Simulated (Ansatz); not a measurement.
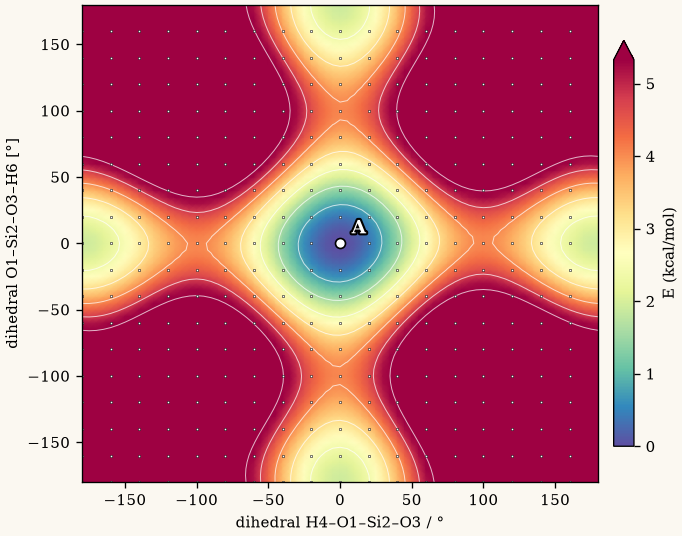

H₃O₂Si, SMILES O[SiH+]O, charge +1. First axis: dihedral H4–O1–Si2–O3. Second axis: dihedral O1–Si2–O3–H6. Nothing is relaxed (all other coordinates rigid). The scan uses an 18 × 18 grid; 112 points were computed and 212 follow by symmetry. Points are written as (first, second). All energies are given in kcal/mol relative to the lowest grid point. Level of theory: RKS SPW92 (LDA)/def2-TZVP in Ansatz 0.2.0.

The picture shows a smooth colour map with a few white contour lines, dots at the grid points, one colour for all values above the top of the scale, the well A. Between grid points the surface is interpolated.

Estimate the position of the minimum and the force constants in these coordinates. Take the well at A.

The interpolated minimum is at dihedral H4–O1–Si2–O3 ≈ 0°, dihedral O1–Si2–O3–H6 ≈ 0°. The curvatures there are about 0.29 eV/rad² and 0.29 eV/rad², with a cross term of about −0.02 eV/rad². Round the minimum the two coordinates are weakly coupled (coupling −0.06 in units of the two stiffnesses). (1 eV is 23.1 kcal/mol.)
